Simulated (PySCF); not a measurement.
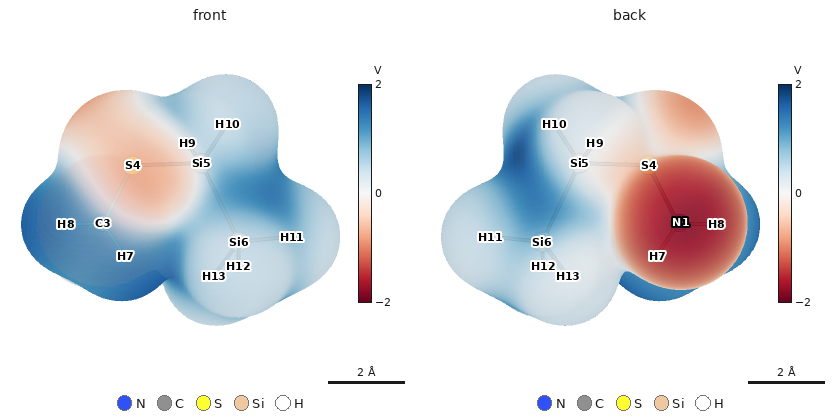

*C2H7NSSi2 (SMILES N#CCS[SiH2][SiH3]). The molecular electrostatic potential painted on the density surface at 0.002 e/bohr³, seen from the front and from behind; the colour scale runs from red (negative) to blue (positive).*

Geometry: GFN2-xTB.

The calculation used PySCF 2.14.0, PBE0/pcSseg-1, SCF density, gas phase, non-relativistic.

```xyz
13

N    -1.8592    2.0371    0.2428
C    -1.8533    0.9526   -0.1214
C    -1.7934   -0.4163   -0.5315
S    -1.0942   -1.4660    0.8117
Si    0.7340   -0.3964    1.2983
Si    1.8464    0.2274   -0.6366
H    -1.1734   -0.5220   -1.4242
H    -2.7952   -0.8027   -0.7239
H     0.3117    0.7008    2.1667
H     1.3633   -1.4178    2.1292
H     3.2325    0.5596   -0.3159
H     1.8578   -0.8445   -1.6401
H     1.2186    1.3887   -1.2729
```

Describe the electrostatic potential map.

Answer. The most negative region (about −1.7 V) lies over N1, the most positive (about +1.7 V) over Si5. N1 is the likeliest acceptor of a hydrogen bond.
